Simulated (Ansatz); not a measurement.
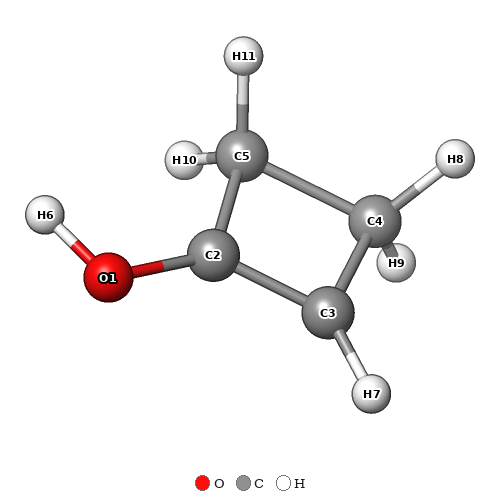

The system is C₄H₆O (SMILES OC1=CCC1) with the probe H; the picture shows it without the atoms that are moved over the map. The probe is moved over the molecule's main plane. First axis: x of the probe's H atom. Second axis: y of the probe's H atom. Nothing is relaxed (molecule and probe rigid). The scan uses an 11 × 11 grid. At 11 points there is no value (left out of the scan, as a rule where atoms come close). Points are written as (first, second). Energies: eV, counted from molecule and probe far apart, each relaxed in its own basis (no counterpoise correction). Energies and slopes of some neighbouring points disagree (a jump in structure or state, or too coarse a mesh). These are results of Ansatz, UKS PBE-D4/def2-SVP, not measurements.

Range: x of the probe's H atom from −4.75 to 4.75 Å; y of the probe's H atom from −4.75 to 4.75 Å.

### What landscape does the calculation give?

The lowest grid point is at (−2.85 Å, 2.85 Å) [nearest 1 H at 2.01 Å], −0.032 eV from molecule and probe far apart, each relaxed in its own basis (no counterpoise correction). The highest grid point, (0.95 Å, 1.90 Å) [nearest 1 C at 0.92 Å], lies 5.10 eV above the lowest.

| y of the probe's H atom ↓, x of the probe's H atom → | −4.75 | −3.80 | −2.85 | −1.90 | −0.95 | 0.00 | 0.95 | 1.90 | 2.85 | 3.80 | 4.75 |
| --- | --- | --- | --- | --- | --- | --- | --- | --- | --- | --- | --- |
| 4.75 | 0.00 | 0.00 | −0.01 | −0.01 | −0.01 | −0.01 | −0.01 | −0.01 | −0.01 | 0.00 | 0.00 |
| 3.80 | −0.01 | −0.01 | −0.02 | −0.02 | −0.01 | 0.03 | 0.03 | 0.00 | −0.01 | −0.01 | 0.00 |
| 2.85 | −0.01 | −0.02 | −0.03 | −0.03 | 0.10 | 0.59 | 0.67 | 0.14 | −0.01 | −0.02 | −0.01 |
| 1.90 | −0.02 | 0.00 | 0.21 | 0.53 | 0.67 | 4.41 | 5.07 | 0.76 | 0.09 | −0.01 | −0.01 |
| 0.95 | −0.02 | 0.15 | 3.15 | – | 5.05 | – | – | 3.37 | 0.71 | 0.07 | −0.01 |
| 0.00 | −0.02 | 0.19 | 3.29 | – | – | – | – | – | 2.63 | 0.19 | −0.01 |
| −0.95 | −0.02 | 0.05 | 0.86 | 2.58 | 4.74 | – | – | 4.19 | 1.00 | 0.10 | −0.01 |
| −1.90 | −0.01 | −0.02 | 0.05 | 0.25 | 1.17 | – | 5.04 | 0.73 | 0.13 | 0.00 | −0.01 |
| −2.85 | −0.01 | −0.02 | −0.02 | 0.00 | 0.23 | 1.39 | 0.77 | 0.12 | −0.01 | −0.02 | −0.01 |
| −3.80 | 0.00 | −0.01 | −0.01 | −0.01 | 0.01 | 0.04 | 0.03 | 0.00 | −0.01 | −0.01 | 0.00 |
| −4.75 | 0.00 | 0.00 | 0.00 | −0.01 | −0.01 | −0.01 | −0.01 | −0.01 | −0.01 | 0.00 | 0.00 |

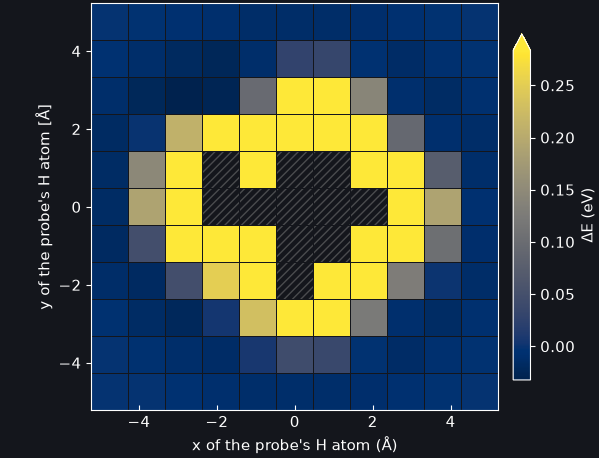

The picture shows one coloured cell a grid point, one colour for all values above the top of the scale, hatched blanks where no value was computed.

Each point was launched as `ansatz run input.yaml --threads 1 --pin off --max-ram 2560MiB --backend cpu --events-out ev --progress --plain --runs-dir out`. Time for the 110 points that were run: 11 min on 1 thread of Arm Neoverse V2 (shared host).
